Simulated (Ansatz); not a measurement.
**Fields on a plane of HgSe (zinc blende)**

```xyz
2
Lattice="0.0000 3.0667 3.0667 3.0667 0.0000 3.0667 3.0667 3.0667 0.0000" Properties=species:S:1:pos:R:3 pbc="T T T"
Se     1.5333     1.5333     1.5333
Hg     0.0000     0.0000     0.0000
```

The slice is a {100} plane (indices of the conventional cell) through the point (0.000, 0.000, 0.000) (fractional), spanned by u = [100] and v = [0 1 -1] in vectors of this cell: u (4.34 Å) and v (4.34 Å, at 90° to u). It covers one period; positions are fractions (u, v).

Atoms on it: Hg at (0.00, 0.00).

The numbers are results of PBEsol (plane waves to 420 eV, PAW, scalar-relativistic; Ansatz, a program for electronic structure), not measurements. k mesh 9×9×9. Inside the PAW spheres the values are not all-electron values, and peaks at nuclei hang on which shells count as valence. At this level the bands of HgSe touch or barely overlap. HgSe was relaxed with its symmetry unable to fall. Spin-orbit coupling is left out, though Hg is heavy.

```
|xxxx9986544445666665444456899xxx|
|xxxx9976544445566655444456799xxx|
|xxx998765443445565544344567899xx|
|99998765443334455544333445678999|
|99987655443333344433333445567899|
|88776554433222333332223344556778|
|66665544332222222222222334455666|
|55554443322111111111112233444555|
|44444433221110011100111223344444|
|44443332211000000000001122333444|
|44433322110000000000000112233344|
|44443322110000000000000112233444|
|55544322100000000000000012234455|
|66554332100000000000000012334556|
|66655432110000000000000112345566|
|76665432110000000000000112345666|
|66655432110000000000000112345566|
|66554332100000000000000012334556|
|55544322100000000000000012234455|
|44443322110000000000000112233444|
|44433322110000000000000112233344|
|44443332211000000000001122333444|
|44444433221110011100111223344444|
|55554443322111111111112233444555|
|66665544332222222222222334455666|
|88776554433222333332223344556778|
|99987655443333344433333445567899|
|99998765443334455544333445678999|
|xxx998765443445565544344567899xx|
|xxxx9976544445566655444456799xxx|
|xxxx9986544445666665444456899xxx|
|xxxx9986544445667665444456899xxx|
```
Scale: ten equal steps from 0.01 (start of '0') to 0.52 (end of '9'), in the order '0123456789'. Values: electron localisation function (ELF). The map has 32 points along u (one character each, u = 0 at the left) and 32 along v (v = 0 in the bottom row). Points within 0.5 Å of a nucleus are blanked (x), as the pseudised field means little there.

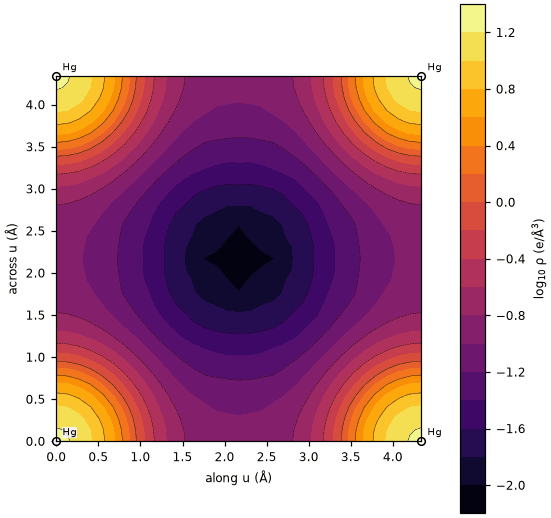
Fig. 1. Log₁₀ of the valence density in e/Å³, one period of the plane, atoms marked. The scale is logarithmic, as a density can span decades between atoms and voids.
